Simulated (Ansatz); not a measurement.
**Iridium, omega (AlB2-type) under r²SCAN: from relaxation to bulk modulus, part 1 of 2**

What does r²SCAN give for iridium in the omega (AlB2-type) structure? We relax it, solve it on a dense k-mesh, then scale the cell to 7 volumes from 88 to 112 % of the relaxed one and try a fit of the equation of state. Spin polarisation is left out. The k-meshes are 9×9×12 for the relaxation; 11×11×15 for the dense run; 10×10×13 for the volumes.

Method: DFT r2SCAN, plane waves (500 eV) with PAW, scalar-relativistic; PAW files made under PBE, frozen cores solved again for the functional, in Ansatz 0.2.0.

## (1) The structure to begin with

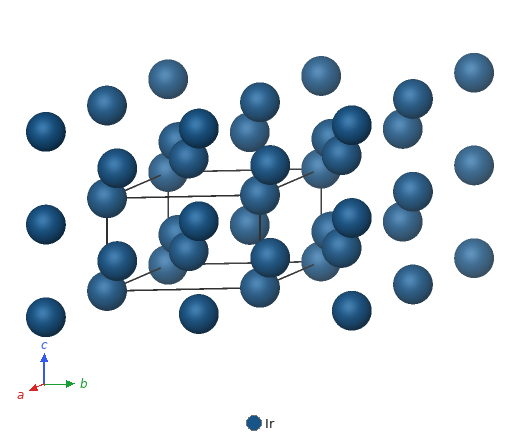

The structure, seen slightly off an axis (iridium blue). 2×2×2 cells are drawn. Any atoms on the faces are drawn again on the opposite ones.

Coordinates:

```
Ir
1.0
     4.30811    0.00000    0.00000
    -2.15405    3.73093    0.00000
     0.00000    0.00000    2.64087
Ir
3
Direct
  0.00000 0.00000 0.00000
  0.33333 0.66667 0.50000
  0.66667 0.33333 0.50000
```

## (2) Relaxing cell and atoms

Contents of input.yaml:

```yaml
crystal:
  lattice:
    - [4.3081096287, 0.0, 0.0]
    - [-2.1540548143, 3.7309323807, 0.0]
    - [0.0, 0.0, 2.6408712024]
  atoms:
    - { symbol: Ir, position: [0.0, 0.0, 0.0] }
    - { symbol: Ir, position: [0.3333333333, 0.6666666667, 0.5] }
    - { symbol: Ir, position: [0.6666666667, 0.3333333333, 0.5] }
hamiltonian:
  xc: r2scan
  pseudopotentials:
    kind: paw
    azcp:
      Ir: "pseudopotentials/Ir.paw.azcp"
basis:
  ecutwfc: 500
  fft_grid_basis: typed
kpoints:
  mp_grid: { grid: [9, 9, 12], shift: [0, 0, 0] }
magnetization:
  spin_polarized: false
scf:
  occupations: { method: fermi_dirac, width: 0.1 }
relax:
  max_steps: 60
  f_tol: 0.01
  cell: {}
```

Run with:

```
$ ansatz run input.yaml --threads 1 --pin off --max-ram 3584MiB --backend cpu --events-out ev --progress --plain --runs-dir out
```

Output:

```text
Engine: ansatz 0.2.0, x86_64-unknown-linux-gnu
Pseudopotentials: kind: paw
Pseudopotential: Ir, paw, valence charge 17, recommended cutoff 500 eV (meta_gga), <dir>
Functional definition: r2SCAN
  parameter k0 = 0.174
  parameter k1 = 0.065
  parameter a1 = 4.9479
  exchange = r2scan_x(k0 = k0, k1 = k1, a1 = a1)
  correlation = r2scan_c
Crystal: 3 atoms, lattice volume = 42.447 Å³
Basis set: ecut = 500 eV, 1095 PW (Γ), exchange–correlation on 128×128×80 points (64 copies of the dense FFT grid, shifted against one another)
Bands: 31, of which v1, the nominal top of the filled ones, is band 26 counted from 1 (25 counted from 0)
Symmetry: 24 space group operations
Space group: P6/mmm (ITA 191), of the structure as read, at distance tolerance 3.5e-5 Å
k-points: 84 of 972
Non-local potential: Ir, projectors of the file, l = 0: 3, l = 1: 2, l = 2: 2, l = 3: 1
PAW form: soft (Blöchl's): semilocal exchange-correlation on the pseudo side does not see the compensation charge
PAW frozen core: Ir, regenerated for the run's functional (the file was generated under x = pbe(κ = 0.804, μ = 0.2195149727645171), c = pbe(β = 0.06672455060314922))
PAW one-centre angular grid: Ir, 590 points (default); XC on 160 Gauss nodes
Initial density: superposition of atomic densities (neutral atoms: chi_scale 0, normalization atom), corrected by the library's trained network
Initial wavefunctions: pseudopotential atomic-orbital guess
Functional: x = r2scan, c = r2scan; τ floored in thin density (d = 2e-4 eV/Å³)
SCF iter   1: F=—  HF=-35845.011003 eV  |F-HF|=—  |Δ(HF+E_count)|=         —  Δρ=1.27e-2  dr2=3.02e-2  dr2_τ=1.15e-1  ethr=1.77e-3  ⟨swp⟩=5.6  Hψ=9413  notcnv=0
preconditioner: auto → none  [metal: Δε(μ)=0.024 eV  Ē_g=7.769 eV  σ=0.100 eV  W_gap=0.06  n_scr=8 (ndim 8)  ℏωp=29.6 eV  f_vac=0.000  D(μ)=4.28/eV (n_scr^D=56)  sad-step TF]
SCF iter   2: F=—  HF=-35845.100277 eV  |F-HF|=—  |Δ(HF+E_count)|=   8.93e-2  Δρ=7.77e-3  dr2=1.05e-2  dr2_τ=1.76e-3  ethr=5.92e-5  ⟨swp⟩=2.0  Hψ=4809  notcnv=0
SCF iter   3: F=—  HF=-35845.116554 eV  |F-HF|=—  |Δ(HF+E_count)|=   1.63e-2  Δρ=1.19e-2  dr2=1.30e-1  dr2_τ=1.25e-2  ethr=2.06e-5  ⟨swp⟩=2.0  Hψ=4389  notcnv=0  recentre
SCF iter   4: F=—  HF=-35845.103886 eV  |F-HF|=—  |Δ(HF+E_count)|=   1.27e-2  Δρ=2.14e-3  dr2=7.18e-4  dr2_τ=9.36e-5  ethr=2.06e-5  ⟨swp⟩=2.0  Hψ=4031  notcnv=0
SCF iter   5: F=—  HF=-35845.104514 eV  |F-HF|=—  |Δ(HF+E_count)|=   6.28e-4  Δρ=5.06e-4  dr2=4.97e-5  dr2_τ=1.25e-5  ethr=1.41e-6  ⟨swp⟩=2.0  Hψ=3809  notcnv=0
SCF iter   6: F=—  HF=-35845.104564 eV  |F-HF|=—  |Δ(HF+E_count)|=   5.06e-5  Δρ=1.23e-4  dr2=2.87e-6  dr2_τ=5.74e-7  ethr=9.74e-8  ⟨swp⟩=2.0  Hψ=3851  notcnv=0
SCF iter   7: F=-35845.104569 eV  HF=-35845.104569 eV  |F-HF|=1.89e-7  |Δ(HF+E_count)|=   4.78e-6  Δρ=1.74e-5  dr2=6.95e-8  dr2_τ=2.14e-8  ethr=1.96e-10  ⟨swp⟩=3.0  Hψ=11067  notcnv=0
SCF 1 converged in 7 iterations: F = -35845.104569 eV  dr2 = 6.95e-8
relax step   1: F+E_penalty+E_count = -35845.10456916 eV  Δ(F+E_penalty+E_count) = +0.000e0 eV  max|allowed force component| = 4.472e-17 eV/Å  Δτ_max = 0.0000 Å  P = +13.406 GPa  Ω = 42.447 Å³  (7 SCF iters, dr2 threshold 1.00e-7 eV, accepted)
Crystal: 3 atoms, lattice volume = 46.818 Å³
Basis set: ecut = 500 eV, 1163 PW (Γ), exchange–correlation on 128×128×80 points (64 copies of the dense FFT grid, shifted against one another)
Initial density: handed on by an earlier stage of this run
Initial wavefunctions: those handed on with the density
iter 1 solved again at ethr=1.31e-4 eV; its pass at ethr=3.10e-3 eV (dr2=6.67e-2 eV) is discarded
SCF iter   1: F=—  HF=-35843.983805 eV  |F-HF|=—  |Δ(HF+E_count)|=         —  Δρ=1.11e-2  dr2=6.79e-2  dr2_τ=1.06e0  ethr=1.31e-4  ⟨swp⟩=1.0  Hψ=11665  notcnv=0
preconditioner: auto → none  [metal: Δε(μ)=0.002 eV  Ē_g=6.763 eV  σ=0.100 eV  W_gap=0.01  n_scr=8 (ndim 8)  ℏωp=28.2 eV  f_vac=0.000  D(μ)=5.12/eV (n_scr^D=68)]
SCF iter   2: F=—  HF=-35845.042245 eV  |F-HF|=—  |Δ(HF+E_count)|=    1.06e0  Δρ=2.34e-2  dr2=5.38e-1  dr2_τ=6.18e-2  ethr=1.31e-4  ⟨swp⟩=2.0  Hψ=5087  notcnv=0  recentre
SCF iter   3: F=—  HF=-35844.991875 eV  |F-HF|=—  |Δ(HF+E_count)|=   5.04e-2  Δρ=6.22e-3  dr2=3.59e-2  dr2_τ=5.63e-3  ethr=1.31e-4  ⟨swp⟩=2.1  Hψ=4564  notcnv=0
SCF iter   4: F=—  HF=-35844.989621 eV  |F-HF|=—  |Δ(HF+E_count)|=   2.25e-3  Δρ=2.54e-3  dr2=2.06e-3  dr2_τ=4.09e-4  ethr=7.04e-5  ⟨swp⟩=1.0  Hψ=2612  notcnv=0
SCF iter   5: F=—  HF=-35844.990359 eV  |F-HF|=—  |Δ(HF+E_count)|=   7.38e-4  Δρ=1.43e-3  dr2=1.02e-3  dr2_τ=1.15e-4  ethr=4.04e-6  ⟨swp⟩=2.0  Hψ=4522  notcnv=0
SCF iter   6: F=—  HF=-35844.990397 eV  |F-HF|=—  |Δ(HF+E_count)|=   3.84e-5  Δρ=1.29e-3  dr2=7.88e-4  dr2_τ=6.97e-5  ethr=1.99e-6  ⟨swp⟩=1.0  Hψ=2604  notcnv=0
SCF iter   7: F=—  HF=-35844.990256 eV  |F-HF|=—  |Δ(HF+E_count)|=   1.41e-4  Δρ=8.28e-4  dr2=3.31e-4  dr2_τ=3.11e-5  ethr=1.54e-6  ⟨swp⟩=1.0  Hψ=2604  notcnv=0
SCF iter   8: F=—  HF=-35844.990171 eV  |F-HF|=—  |Δ(HF+E_count)|=   8.43e-5  Δρ=3.97e-4  dr2=7.65e-5  dr2_τ=7.98e-6  ethr=6.49e-7  ⟨swp⟩=2.1  Hψ=3689  notcnv=0
SCF iter   9: F=—  HF=-35844.990152 eV  |F-HF|=—  |Δ(HF+E_count)|=   1.97e-5  Δρ=2.47e-4  dr2=2.98e-5  dr2_τ=3.39e-6  ethr=1.50e-7  ⟨swp⟩=1.0  Hψ=2604  notcnv=0
SCF iter  10: F=—  HF=-35844.990143 eV  |F-HF|=—  |Δ(HF+E_count)|=   8.83e-6  Δρ=6.67e-5  dr2=2.17e-6  dr2_τ=2.41e-7  ethr=5.85e-8  ⟨swp⟩=2.0  Hψ=3540  notcnv=0
SCF iter  11: F=-35844.990142 eV  HF=-35844.990142 eV  |F-HF|=7.28e-12  |Δ(HF+E_count)|=   6.92e-7  Δρ=1.18e-6  dr2=2.45e-10  dr2_τ=2.08e-10  ethr=5.88e-10  ⟨swp⟩=2.8  Hψ=10263  notcnv=0
SCF 2 converged in 11 iterations: F = -35844.990142 eV  dr2 = 2.45e-10
relax step   2: F+E_penalty+E_count = -35844.99014219 eV  Δ(F+E_penalty+E_count) = +1.144e-1 eV  max|allowed force component| = 2.159e-17 eV/Å  Δτ_max = 0.0000 Å  P = -18.468 GPa  Ω = 46.818 Å³  energy of the carried Pulay correction = -3.361e-3 eV  (11 SCF iters, dr2 threshold 3.00e-7 eV, rejected (line search))
Crystal: 3 atoms, lattice volume = 44.197 Å³
Basis set: ecut = 500 eV, 1119 PW (Γ), exchange–correlation on 128×128×80 points (64 copies of the dense FFT grid, shifted against one another)
iter 1 solved again at ethr=1.38e-5 eV; its pass at ethr=3.10e-3 eV (dr2=7.04e-3 eV) is discarded
SCF iter   1: F=—  HF=-35844.891236 eV  |F-HF|=—  |Δ(HF+E_count)|=         —  Δρ=3.77e-3  dr2=7.41e-3  dr2_τ=3.50e-1  ethr=1.38e-5  ⟨swp⟩=2.4  Hψ=13222  notcnv=0
preconditioner: auto → none  [metal: Δε(μ)=0.015 eV  Ē_g=7.438 eV  σ=0.100 eV  W_gap=0.04  n_scr=8 (ndim 8)  ℏωp=29.0 eV  f_vac=0.000  D(μ)=4.51/eV (n_scr^D=56)]
SCF iter   2: F=—  HF=-35845.171210 eV  |F-HF|=—  |Δ(HF+E_count)|=   2.80e-1  Δρ=7.99e-3  dr2=6.07e-2  dr2_τ=6.83e-3  ethr=1.38e-5  ⟨swp⟩=2.0  Hψ=5208  notcnv=0  recentre
SCF iter   3: F=—  HF=-35845.165347 eV  |F-HF|=—  |Δ(HF+E_count)|=   5.86e-3  Δρ=2.13e-3  dr2=3.18e-3  dr2_τ=3.26e-4  ethr=1.38e-5  ⟨swp⟩=2.0  Hψ=3901  notcnv=0
SCF iter   4: F=—  HF=-35845.165362 eV  |F-HF|=—  |Δ(HF+E_count)|=   1.44e-5  Δρ=9.02e-4  dr2=1.02e-4  dr2_τ=3.09e-5  ethr=6.24e-6  ⟨swp⟩=1.0  Hψ=2668  notcnv=0
SCF iter   5: F=—  HF=-35845.165686 eV  |F-HF|=—  |Δ(HF+E_count)|=   3.24e-4  Δρ=1.01e-4  dr2=2.30e-6  dr2_τ=1.75e-6  ethr=2.00e-7  ⟨swp⟩=2.3  Hψ=4320  notcnv=0
SCF iter   6: F=—  HF=-35845.165690 eV  |F-HF|=—  |Δ(HF+E_count)|=   4.42e-6  Δρ=4.19e-5  dr2=4.25e-7  dr2_τ=8.75e-8  ethr=4.51e-9  ⟨swp⟩=2.5  Hψ=4655  notcnv=0
SCF iter   7: F=—  HF=-35845.165690 eV  |F-HF|=—  |Δ(HF+E_count)|=   9.23e-8  Δρ=7.87e-6  dr2=1.68e-8  dr2_τ=4.16e-9  ethr=8.34e-10  ⟨swp⟩=2.4  Hψ=4417  notcnv=0
SCF iter   8: F=—  HF=-35845.165690 eV  |F-HF|=—  |Δ(HF+E_count)|=   2.92e-9  Δρ=1.86e-6  dr2=1.06e-9  dr2_τ=2.08e-10  ethr=3.30e-11  ⟨swp⟩=2.0  Hψ=3687  notcnv=0
SCF iter   9: F=—  HF=-35845.165690 eV  |F-HF|=—  |Δ(HF+E_count)|=  2.18e-10  Δρ=6.07e-7  dr2=1.00e-10  dr2_τ=2.08e-11  ethr=2.07e-12  ⟨swp⟩=2.0  Hψ=3649  notcnv=0
SCF iter  10: F=-35845.165690 eV  HF=-35845.165690 eV  |F-HF|=0.00e0  |Δ(HF+E_count)|=  2.18e-11  Δρ=2.28e-7  dr2=1.97e-11  dr2_τ=2.38e-12  ethr=1.00e-12  ⟨swp⟩=5.4  Hψ=10828  notcnv=0
SCF 3 converged in 10 iterations: F = -35845.165690 eV  dr2 = 1.97e-11
relax step   3: F+E_penalty+E_count = -35845.16569039 eV  Δ(F+E_penalty+E_count) = -6.112e-2 eV  max|allowed force component| = 5.243e-17 eV/Å  Δτ_max = 0.0000 Å  P = -1.657 GPa  Ω = 44.197 Å³  energy of the carried Pulay correction = -1.383e-3 eV  (10 SCF iters, accepted)
Crystal: 3 atoms, lattice volume = 43.999 Å³
iter 1 solved again at ethr=1.32e-7 eV; its pass at ethr=3.10e-3 eV (dr2=6.75e-5 eV) is discarded
SCF iter   1: F=—  HF=-35845.165024 eV  |F-HF|=—  |Δ(HF+E_count)|=         —  Δρ=3.48e-4  dr2=6.28e-5  dr2_τ=2.21e-3  ethr=1.32e-7  ⟨swp⟩=2.0  Hψ=11329  notcnv=0
preconditioner: auto → none  [metal: Δε(μ)=0.018 eV  Ē_g=7.442 eV  σ=0.100 eV  W_gap=0.05  n_scr=8 (ndim 8)  ℏωp=29.1 eV  f_vac=0.000  D(μ)=4.50/eV (n_scr^D=56)]
SCF iter   2: F=—  HF=-35845.167008 eV  |F-HF|=—  |Δ(HF+E_count)|=   1.98e-3  Δρ=7.28e-4  dr2=4.90e-4  dr2_τ=5.66e-5  ethr=1.23e-7  ⟨swp⟩=2.0  Hψ=4759  notcnv=0  recentre
SCF iter   3: F=—  HF=-35845.166961 eV  |F-HF|=—  |Δ(HF+E_count)|=   4.65e-5  Δρ=2.03e-4  dr2=3.08e-5  dr2_τ=5.72e-6  ethr=1.23e-7  ⟨swp⟩=2.0  Hψ=3733  notcnv=0
SCF iter   4: F=—  HF=-35845.166959 eV  |F-HF|=—  |Δ(HF+E_count)|=   2.66e-6  Δρ=8.79e-5  dr2=1.94e-6  dr2_τ=3.46e-7  ethr=6.05e-8  ⟨swp⟩=1.0  Hψ=2604  notcnv=0
SCF iter   5: F=—  HF=-35845.166961 eV  |F-HF|=—  |Δ(HF+E_count)|=   2.36e-6  Δρ=7.67e-5  dr2=2.59e-6  dr2_τ=2.81e-7  ethr=3.81e-9  ⟨swp⟩=2.0  Hψ=4565  notcnv=0
SCF iter   6: F=—  HF=-35845.166960 eV  |F-HF|=—  |Δ(HF+E_count)|=   6.89e-7  Δρ=3.16e-5  dr2=4.35e-7  dr2_τ=5.03e-8  ethr=3.81e-9  ⟨swp⟩=2.0  Hψ=3560  notcnv=0
SCF iter   7: F=-35845.166960 eV  HF=-35845.166960 eV  |F-HF|=5.31e-8  |Δ(HF+E_count)|=   1.13e-7  Δρ=1.34e-5  dr2=7.65e-8  dr2_τ=8.56e-9  ethr=5.88e-10  ⟨swp⟩=3.9  Hψ=7932  notcnv=0
SCF 4 converged in 7 iterations: F = -35845.166960 eV  dr2 = 7.65e-8
relax step   4: F+E_penalty+E_count = -35845.16696011 eV  Δ(F+E_penalty+E_count) = -1.270e-3 eV  max|allowed force component| = 3.855e-17 eV/Å  Δτ_max = 0.0000 Å  P = -0.125 GPa  Ω = 43.999 Å³  energy of the carried Pulay correction = -1.229e-3 eV  (7 SCF iters, dr2 threshold 3.00e-7 eV, accepted)
Crystal: 3 atoms, lattice volume = 43.982 Å³
iter 1 solved again at ethr=1.66e-9 eV; its pass at ethr=3.10e-3 eV (dr2=8.49e-7 eV) is discarded
SCF iter   1: F=—  HF=-35845.166966 eV  |F-HF|=—  |Δ(HF+E_count)|=         —  Δρ=4.08e-5  dr2=8.18e-7  dr2_τ=1.42e-5  ethr=1.66e-9  ⟨swp⟩=2.0  Hψ=11314  notcnv=0
preconditioner: auto → none  [metal: Δε(μ)=0.018 eV  Ē_g=7.442 eV  σ=0.100 eV  W_gap=0.04  n_scr=8 (ndim 8)  ℏωp=29.1 eV  f_vac=0.000  D(μ)=4.50/eV (n_scr^D=56)]
SCF iter   2: F=—  HF=-35845.166979 eV  |F-HF|=—  |Δ(HF+E_count)|=   1.30e-5  Δρ=6.74e-5  dr2=4.23e-6  dr2_τ=5.11e-7  ethr=1.60e-9  ⟨swp⟩=2.0  Hψ=4584  notcnv=0  recentre
SCF iter   3: F=—  HF=-35845.166979 eV  |F-HF|=—  |Δ(HF+E_count)|=   3.47e-7  Δρ=2.97e-5  dr2=8.23e-7  dr2_τ=1.23e-7  ethr=1.60e-9  ⟨swp⟩=2.0  Hψ=3653  notcnv=0
SCF iter   4: F=-35845.166979 eV  HF=-35845.166979 eV  |F-HF|=5.17e-9  |Δ(HF+E_count)|=   7.26e-8  Δρ=6.23e-6  dr2=8.15e-9  dr2_τ=1.83e-9  ethr=8.94e-11  ⟨swp⟩=3.1  Hψ=8748  notcnv=0
SCF 5 converged in 4 iterations: F = -35845.166979 eV  dr2 = 8.15e-9
relax step   5: F+E_penalty+E_count = -35845.16697891 eV  Δ(F+E_penalty+E_count) = -1.880e-5 eV  max|allowed force component| = 6.476e-17 eV/Å  Δτ_max = 0.0000 Å  P = +0.002 GPa  Ω = 43.982 Å³  energy of the carried Pulay correction = -1.216e-3 eV  (4 SCF iters, dr2 threshold 4.56e-8 eV, accepted)
Initial wavefunctions: pseudopotential atomic-orbital guess (no wavefunctions were taken with the density)
iter 1 solved again at ethr=3.78e-8 eV; its pass at ethr=3.10e-3 eV (dr2=1.93e-5 eV) is discarded
SCF iter   1: F=—  HF=-35845.167967 eV  |F-HF|=—  |Δ(HF+E_count)|=         —  Δρ=4.35e-4  dr2=2.49e-6  dr2_τ=1.46e-5  ethr=3.78e-8  ⟨swp⟩=3.8  Hψ=16219  notcnv=0
SCF iter   2: F=—  HF=-35845.168217 eV  |F-HF|=—  |Δ(HF+E_count)|=   2.50e-4  Δρ=2.20e-4  dr2=1.86e-6  dr2_τ=8.50e-6  ethr=4.89e-9  ⟨swp⟩=2.0  Hψ=3731  notcnv=0
SCF iter   3: F=—  HF=-35845.168302 eV  |F-HF|=—  |Δ(HF+E_count)|=   8.48e-5  Δρ=1.96e-4  dr2=3.08e-5  dr2_τ=4.26e-6  ethr=3.65e-9  ⟨swp⟩=2.0  Hψ=3910  notcnv=0  recentre
SCF iter   4: F=—  HF=-35845.168314 eV  |F-HF|=—  |Δ(HF+E_count)|=   1.20e-5  Δρ=1.36e-5  dr2=1.11e-8  dr2_τ=3.04e-8  ethr=3.65e-9  ⟨swp⟩=2.0  Hψ=3751  notcnv=0
SCF iter   5: F=—  HF=-35845.168314 eV  |F-HF|=—  |Δ(HF+E_count)|=   3.15e-7  Δρ=4.87e-6  dr2=1.98e-9  dr2_τ=2.36e-9  ethr=2.18e-11  ⟨swp⟩=2.0  Hψ=4010  notcnv=0
SCF iter   6: F=—  HF=-35845.168314 eV  |F-HF|=—  |Δ(HF+E_count)|=   2.78e-8  Δρ=5.14e-7  dr2=4.42e-11  dr2_τ=3.85e-11  ethr=3.88e-12  ⟨swp⟩=2.0  Hψ=4501  notcnv=0
SCF iter   7: F=-35845.168314 eV  HF=-35845.168314 eV  |F-HF|=0.00e0  |Δ(HF+E_count)|=  1.67e-10  Δρ=1.36e-7  dr2=2.95e-12  dr2_τ=9.69e-13  ethr=1.00e-12  ⟨swp⟩=5.8  Hψ=11179  notcnv=0
SCF 6 converged in 7 iterations: F = -35845.168314 eV  dr2 = 2.95e-12
relax step   6: F+E_penalty+E_count = -35845.16831411 eV  Δ(F+E_penalty+E_count) = -1.335e-3 eV  max|allowed force component| = 5.551e-17 eV/Å  Δτ_max = 0.0000 Å  P = +0.024 GPa  Ω = 43.982 Å³  stress off target by 2.50e-2 GPa  SCF on the basis re-selected at this cell (its energy is not comparable with the rows above)  (7 SCF iters)
basis re-selected at this cell: Δ(F+E_penalty+E_count) = -1.335e-3 eV, ΔP = +0.021 GPa vs the last step (what re-selecting the basis moved, of the pressure what is left beyond the Pulay correction that the steps carried, after the strain that the cell walked since its last selection, with what the two solves' SCF thresholds leave and, on support functions, any second-order correction that the steps lacked; it is no measure of the basis error at this ecutwfc). This SCF's stress stands 2.50e-2 GPa from its target on what of the cell is left free (relax.cell.stress_tol is 5.00e-2 GPa) and its largest allowed force component is 5.55e-17 eV/Å (relax.f_tol is 1.00e-2 eV/Å): within both
SCF converged after 7 iterations
Free energy (F): -35845.168314 eV
Harris-Foulkes:  -35845.168314 eV  (|F-HF|=0.00e0)
Internal energy: -35845.023571 eV  (E = F + TS)
E sigma→0 (E₀):  -35845.095942 eV
Entropy (-TS):   -0.144743 eV (-48.248 meV/atom)
Fermi energy:    24.439276 eV
--- Per-component energies (eV) ---
  E_band       = -349.624489
  E_kinetic    = 1869.699338
  E_local      = -3351.618453  (includes V_loc(G=0)·N_el)
  E_nonlocal   = 223.046803
  E_hartree    = 1282.923989
  E_xc         = -765.252412
  E_vxc        = -999.058497  (∫ρ·V_xc dr)
  E_paw        = -27749.514971  (= ΣΔE_a)
  E_vpaw       = -719.632289  (= ΣTr[D̂ρ^β])
  E_aug_tail   = -0.000047  (compensation charges beyond the density's cutoff)
  E_vtau       = 62.090673  (kinetic-family band-sum trace: ∫τ·v_τ [+ j·A + Jᵃ·Aᵃ] dr)
  E_ewald      = -7353.357138
  E_core_change = -0.950681  (= ΣΔE_core)
  E_smearing   = -0.144743  (= −TS)
  E_closure    = 0.000000  (closes the sum)
  Σ components = -35845.168314   (vs F -35845.168314, Δ=0.00e0)
--- Forces (eV/Å), atoms counted from 1 ---
  atom   1  Ir     0.00000000     0.00000000     0.00000000
  atom   2  Ir     0.00000000     0.00000000     0.00000000
  atom   3  Ir    -0.00000000    -0.00000000     0.00000000
  max |Σ_I F_I| component: 4.63e-18 eV/Å
--- Stress (GPa, compression-positive) ---
        0.022829      -0.000000       0.000000
        0.000000       0.022829       0.000000
        0.000000       0.000000       0.024963
  P = ⅓ Tr σ = 0.0235 GPa (0.235 kbar)
--- Relaxed structure (5 steps of the walk, 4 accepted, 1 SCFs on fresh bases) ---
  F+E_penalty+E_count = -35845.16831411 eV   max|allowed force component| = 5.551e-17 eV/Å   (the final SCF, on the basis selected at the relaxed cell)
  cell:  # Å, volume = 43.9825 Å³
    - [4.348566381368771, -2.913848084093031e-11, 0.0]
    - [-2.1742831906591507, 3.765968956322894, 0.0]
    - [0.0, 0.0, 2.685696932775638]
  atoms:
    - { symbol: Ir, position: [-5.709885557740236e-36, -6.452575884063083e-36, 0.0] }
    - { symbol: Ir, position: [0.3333333333333333, 0.6666666666666667, 0.5] }
    - { symbol: Ir, position: [0.6666666666666667, 0.3333333333333335, 0.5] }
```

Run time: 94 s. Hardware: 1 thread of Intel Xeon Platinum 8259CL at 2.50GHz (Skylake/Cascade Lake), shared host; peak memory 0.67 GiB.

The steps of the relaxation:

```
step  energy change (meV/atom)  largest force (eV/Å)  pressure (GPa)  volume (Å³/atom)  accepted
   1                      0.00                0.0000           13.41            14.149       yes
   2                     38.14                0.0000          -18.47            15.606        no
   3                    -20.37                0.0000           -1.66            14.732       yes
   4                    -20.80                0.0000           -0.12            14.666       yes
   5                    -20.80                0.0000            0.00            14.661       yes
   6                    -21.25                0.0000            0.02            14.661       yes
```

Steps that repeat a cell are solved on a basis chosen anew, so their changes of energy are no gain of the relaxation.

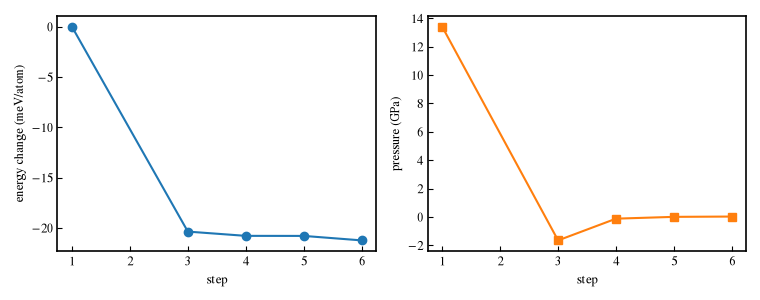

Energy and pressure over the accepted steps.

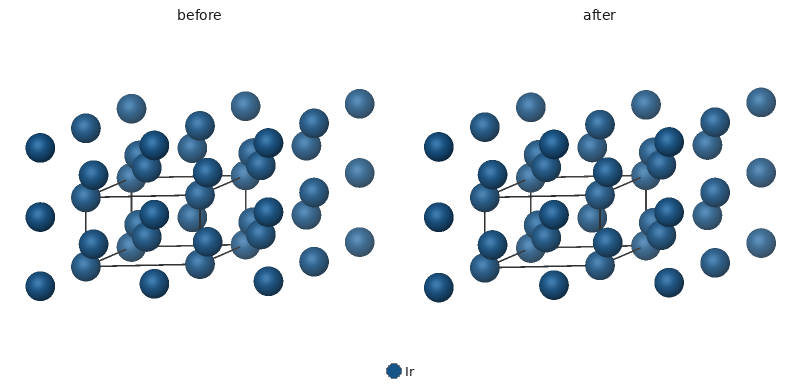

Start and end of the relaxation side by side. The cells drawn are those of the first picture.

Changes in the cell that was computed:

|  | before | after | change |
| --- | --- | --- | --- |
| a (Å) | 4.308 | 4.349 | +0.9 % |
| b (Å) | 4.308 | 4.349 | +0.9 % |
| c (Å) | 2.641 | 2.686 | +1.7 % |
| volume (Å³/atom) | 14.149 | 14.661 | +3.6 % |
| shortest distance (Å) | 2.487 | 2.511 | +0.9 % |
| space group (spins left aside) | P6/mmm | P6/mmm | same |

(Continued in part 2 of 2.)
